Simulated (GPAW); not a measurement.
**CH3NOSi (SMILES O[SiH]1C=N1): a first try and a second**

Aim: the charge distribution of CH3NOSi at RPBE/real-space grid (scalar-relativistic datasets).

The calculation is run with GPAW 26.7.0.

1 further run of the same task is left out (set aside as unsound or not needed). Runs told in other sessions of the task aren't counted.

### 1 The system as given

CH3NOSi has 7 atoms, charge 0, and is taken as a singlet. SMILES: `O[SiH]1C=N1`. The coordinates come from a GFN2-xTB relaxation. This is one conformer, not always the lowest.

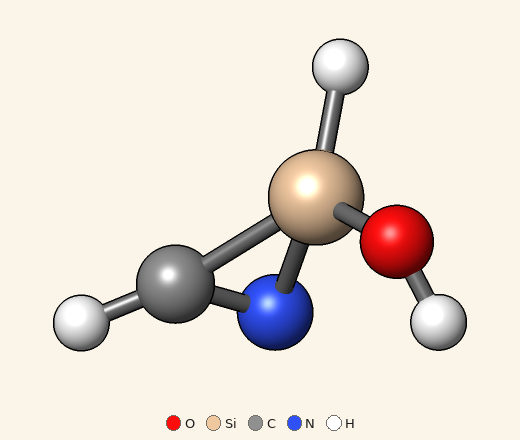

The structure, seen from a chosen angle (oxygen red, silicon light orange, carbon grey, nitrogen blue, hydrogen white).

### 2 The input as first written

Contents of molecule_sp.py:

```python
import numpy as np
from ase import Atoms
from ase.units import Debye
from gpaw import GPAW

# Geometry
atoms = Atoms("OSiCNHHH",
    positions=[[ -0.795380,   1.050730,  -1.142160],
               [ -0.012640,   0.585910,   0.201110],
               [  0.837940,  -1.025610,   0.305630],
               [  0.490408,  -1.031286,   0.477689],
               [ -1.549940,   0.562650,  -1.464900],
               [  0.309560,   1.714790,   1.018020],
               [  1.530960,  -1.843960,   0.203130]])
atoms.center(vacuum=4.5)

# Calculator
dft = GPAW(mode="fd", xc="RPBE", maxiter=56, h=0.2, txt="-")
atoms.calc = dft

energy = atoms.get_potential_energy()
print(f"Energy = {energy:.5f} eV")
forces = atoms.get_forces()
print("Forces (eV/Ang)")
for symbol, f in zip(atoms.symbols, forces):
    print(f'{symbol:2} {f[0]:9.4f} {f[1]:9.4f} {f[2]:9.4f}')
dipole = atoms.get_dipole_moment() / Debye
print(f"Dipole                  {np.linalg.norm(dipole):.3f} D")
homo, lumo = dft.get_homo_lumo()
print(f"HOMO: {homo:.3f} eV")
print(f"LUMO = {lumo:.3f} eV")
print(f"Gap                     {lumo - homo:.3f} eV")
```

On the command line:

```sh
$ python molecule_sp.py > molecule_sp.log
```

Standard output:

```text
[...]
Number of symmetries: 1
[...]
  Number of IBZ points: 1
[...]
Spin-components: 1 (collinear spins)
Bands:           18
[...]
  Valence electrons: 22.0
[...]
  Grid points: [60 64 56]
  Charge: 0.0  # |e|
[...]
    cutoffs:
[...]
occupation numbers:
  # Zero width
[...]
xc functional:
  name: RPBE with 2 nearest neighbor stencil
[...]
|iter     |     time |      energy | eigst |  dens |
[...]
|iter:   1| 00:00:02 |  153.552727 | +2.17 |       |
[...]
|iter:  23| 00:00:24 |  192.210017c| -7.47c| -5.83c|
Converged in 23 steps
[...]
Energy contributions relative to reference atoms: (reference = -12483.729510)
Energy contributions:
  Kinetic:         367.818943
  Coulomb:        -111.657237
  Zero:              7.681359
  External:          0.000000
  Xc:              -71.633049
  Entropy:           0.000000
  Spinorbit:         0.000000
  ----------------------------
  Free energy:     192.210017
  Extrapolated:    192.210017
dipole moment: (0.169769, -0.481687, -0.096280)  # |e|*Ang
Fermi level: -2.531
Eigenvalues  # (at kpt = [0.000, 0.000, 0.000])
| band index |      eig [eV] | occ [0-2] |
|------------|---------------|-----------|
|          0 |       -35.568 |     2.000 |
|        ... |               |           |
|          3 |       -25.020 |     2.000 |
|          4 |       -20.178 |     2.000 |
|          5 |       -13.675 |     2.000 |
|          6 |       -10.106 |     2.000 |
|          7 |        -9.012 |     2.000 |
|          8 |        -8.186 |     2.000 |
|          9 |        -4.677 |     2.000 |
|         10 |        -3.097 |     2.000 |
|         11 |        -1.965 |     0.000 |
|         12 |        -1.550 |     0.000 |
[...]
Gap: 1.132 eV
Transition (v -> c):
[...]
Forces (eV/Ang)
O    -0.0766    1.8839   -2.8599
Si   -7.5365   10.4466    0.5396
C   643.7445    5.2715 -317.4674
N  -646.0163  -12.2917  321.1909
H    -0.3898   -0.3596    0.0951
H     1.2768    1.8402    0.6498
H     8.8898   -7.2597   -2.2354
Dipole                  2.496 D
HOMO: -3.097 eV
LUMO = -1.965 eV
Gap                     1.132 eV
```

Run time: 24 s. Hardware: 1 thread of Arm Neoverse V2, shared host; peak memory 0.61 GiB.

### 3 What went wrong

The run finished; that doesn't make the result usable.

The fault: two atoms lie on top of or far too near each other. As the program read them, the closest atoms are 0.39 Å apart, against 0.95 Å in the sound input.

### 4 The mended input

Contents of CH3NOSi.py:

```python
import numpy as np
from ase import Atoms
from ase.units import Debye
from gpaw import GPAW

# Structure
mol = Atoms(['O', 'Si', 'C', 'N', 'H', 'H', 'H'],
    positions=[[ -0.795380,   1.050730,  -1.142160],
               [ -0.012640,   0.585910,   0.201110],
               [  0.837940,  -1.025610,   0.305630],
               [ -0.320500,  -1.044530,   0.879160],
               [ -1.549940,   0.562650,  -1.464900],
               [  0.309560,   1.714790,   1.018020],
               [  1.530960,  -1.843960,   0.203130]])
mol.center(vacuum=4.5)

# DFT calculator
calc = GPAW(mode='fd', h=0.2, xc='RPBE', maxiter=100, txt='-')
mol.calc = calc

energy = mol.get_potential_energy()
print(f'Energy = {energy:.5f} eV')
forces = mol.get_forces()
print('Forces (eV/Ang)')
for symbol, f in zip(mol.symbols, forces):
    print(f'{symbol:2} {f[0]:9.4f} {f[1]:9.4f} {f[2]:9.4f}')
dipole = mol.get_dipole_moment() / Debye
print(f'Dipole: {np.linalg.norm(dipole):.3f} D')
homo, lumo = calc.get_homo_lumo()
print(f'HOMO: {homo:.3f} eV')
print(f'LUMO = {lumo:.3f} eV')
print(f'Gap: {lumo - homo:.3f} eV')
```

On the command line:

```sh
$ OMP_NUM_THREADS=1 python CH3NOSi.py
```

Standard output:

```text
[...]
Number of symmetries: 1
[...]
  Number of IBZ points: 1
[...]
Spin-components: 1 (collinear spins)
Bands:           18
[...]
  Valence electrons: 22.0
[...]
  Grid points: [60 64 56]
  Charge: 0.0  # |e|
[...]
    cutoffs:
[...]
occupation numbers:
  # Zero width
[...]
xc functional:
  name: RPBE with 2 nearest neighbor stencil
[...]
|iter     |     time |      energy | eigst |  dens |
[...]
|iter:   1| 00:00:02 |  -42.378369 | +1.17 |       |
[...]
|iter:  15| 00:00:15 |  -38.080360c| -7.68c| -5.80c|
Converged in 15 steps
[...]
Energy contributions relative to reference atoms: (reference = -12483.729510)
Energy contributions:
  Kinetic:          46.452554
  Coulomb:         -48.786967
  Zero:              1.345879
  External:          0.000000
  Xc:              -37.091826
  Entropy:           0.000000
  Spinorbit:         0.000000
  ----------------------------
  Free energy:     -38.080360
  Extrapolated:    -38.080360
dipole moment: (0.007906, 0.105647, -0.198448)  # |e|*Ang
Fermi level: -3.544
Eigenvalues  # (at kpt = [0.000, 0.000, 0.000])
| band index |      eig [eV] | occ [0-2] |
|------------|---------------|-----------|
|          0 |       -25.731 |     2.000 |
|        ... |               |           |
|          3 |       -14.050 |     2.000 |
|          4 |       -11.601 |     2.000 |
|          5 |       -10.350 |     2.000 |
|          6 |        -9.896 |     2.000 |
|          7 |        -8.790 |     2.000 |
|          8 |        -8.495 |     2.000 |
|          9 |        -8.305 |     2.000 |
|         10 |        -5.128 |     2.000 |
|         11 |        -1.960 |     0.000 |
|         12 |        -1.000 |     0.000 |
[...]
Gap: 3.169 eV
Transition (v -> c):
[...]
Forces (eV/Ang)
O    -0.2335    1.0121   -0.7622
Si    1.0278   -1.7849    0.0721
C    -0.1777    1.4640   -0.1586
N    -0.8949   -0.3496    0.4363
H    -0.4929   -0.4221   -0.2357
H     0.1527    0.7591    0.6087
H     0.5069   -0.6482   -0.0989
Dipole: 1.081 D
HOMO: -5.128 eV
LUMO = -1.960 eV
Gap: 3.169 eV
```

Wall time 16 s (1 thread of Arm Neoverse V2, shared host); peak memory 0.6 GiB.

### 5 Results

At RPBE/real-space grid (scalar-relativistic datasets):

```
                                              quantity        value
energy as printed (from the program's reference atoms)  -38.0804 eV
                                         dipole moment       1.08 D
                                           HOMO energy     -5.13 eV
                                           LUMO energy     -1.96 eV
                                         HOMO–LUMO gap      3.17 eV
```

**Reading.** The first attempt's energy was +230.290 eV off this one.
